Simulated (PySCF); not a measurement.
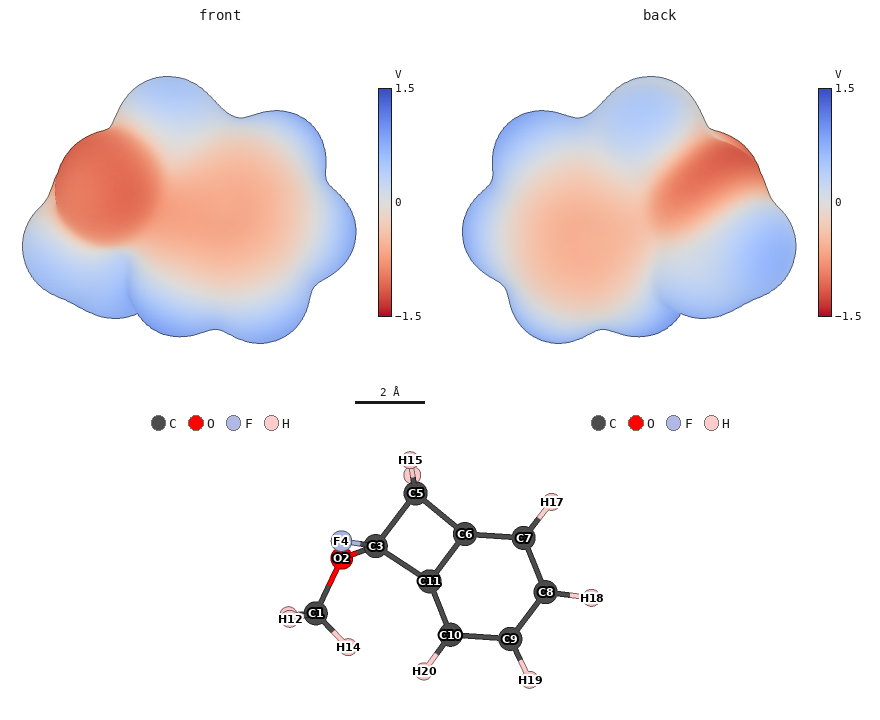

Figure. C₉H₉FO (SMILES CO[C@]1(F)Cc2ccccc21). The electrostatic potential painted on the density surface at 0.001 e/bohr³, seen from the front and from behind; the colour scale runs from red (negative) to blue (positive). The bare structure is drawn below in the same view.

Geometry: GFN2-xTB.

The calculation used PBE0/pcSseg-1, SCF density, gas phase, non-relativistic (PySCF).

```xyz
20

C     2.7323    1.0214   -0.1832
O     2.2398   -0.2934   -0.3868
C     1.1890   -0.6475    0.4157
F     1.6306   -0.7396    1.7358
C     0.4408   -1.9228   -0.0652
C    -0.7837   -1.0493   -0.1735
C    -2.1101   -1.0406   -0.5242
C    -2.7637    0.1842   -0.3832
C    -2.1165    1.3151    0.0898
C    -0.7674    1.3015    0.4464
C    -0.1317    0.0945    0.2906
H     3.0423    1.1656    0.8551
H     3.5916    1.1203   -0.8422
H     1.9744    1.7648   -0.4479
H     0.3924   -2.7043    0.6897
H     0.8304   -2.3224   -0.9986
H    -2.6303   -1.9142   -0.8857
H    -3.8096    0.2534   -0.6460
H    -2.6735    2.2357    0.1852
H    -0.2820    2.1883    0.8253
```

Describe the electrostatic potential map.

The most negative region (about −1.1 V) lies over O2 and F4, the most positive (about +0.8 V) over H20.

What dipole moment does the calculation give?

Its dipole moment is 1.85 D.
